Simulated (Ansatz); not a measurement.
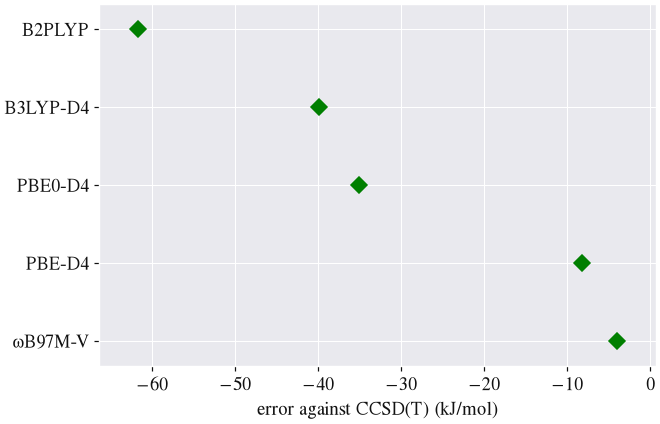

Error in the electronic atomisation energy (method less reference, so positive means overbinding) of Si₂H₃Cl₂F, SMILES F[SiH2][SiH](Cl)Cl: functionals in def2-TZVPP against frozen-core CCSD(T) at the limit (MP2 extrapolated from triple and quadruple zeta, plus CCSD(T) less MP2 in a smaller set), which gives 2603.0 kJ/mol, at a PBE0-D4/def2-TZVP geometry (no frequency check), no zero-point or spin-orbit term, the Ansatz code. The reference leaves out core correlation, a term that grows with the number of heavy atoms. B2PLYP holds a correlation term that converges slowly with the basis, so part of the distance to the limit is basis error. No dispersion term is added to B2PLYP.

What range do the values span?

Answer. From −61.7 kJ/mol (B2PLYP) to −4.0 kJ/mol (ωB97M-V).

Which of these levels overbind, and which underbind?

Answer. Overbind: none clearly. Underbind: B2PLYP, B3LYP-D4 and PBE0-D4. Within 25 kJ/mol of zero, too close to call in view of what the reference leaves out: PBE-D4 and ωB97M-V.

Caveats, for all or some of the runs: one conformer of a flexible molecule.
